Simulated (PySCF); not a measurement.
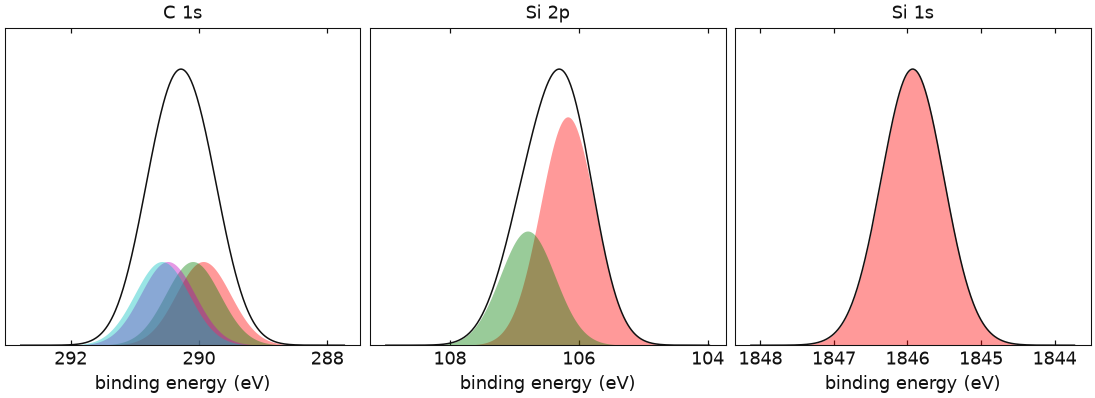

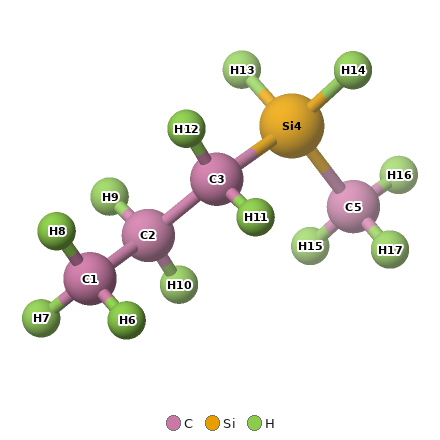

Simulated XPS of C₄H₁₂Si, SMILES CCC[SiH2]C. Vertical core-electron binding energies by ΔSCF (SCAN, pcX-2 on the ionised atom, pcseg-1 elsewhere, spin-free X2C; PySCF 2.14.0, at a PBE0-D3(BJ)/def2-SVP geometry (no frequency check)), gas phase, against the vacuum level. One atom of each kind was ionised; within a panel, areas follow the number of like atoms and 2j + 1 (2p levels are split by first-order spin-orbit coupling, an approximation), each panel is scaled alone, Gaussians of 1.0 eV full width. Only the regions named are shown. Lines closer than the width merge in the curve.

Q: Assign the components.

A:
```csv
level,atoms,binding energy (eV)
C 1s,C2,290.6
C 1s,C1,290.5
C 1s,C5,290.1
C 1s,C3,289.9
Si 2p1/2,Si4,106.8
Si 2p3/2,Si4,106.2
Si 1s,Si4,1845.9
```

Q: How large is the chemical shift across the C 1s region?

A: 0.6 eV, from C3 at 289.9 eV to C2 at 290.6 eV.

Caveats: one conformer of a flexible molecule.
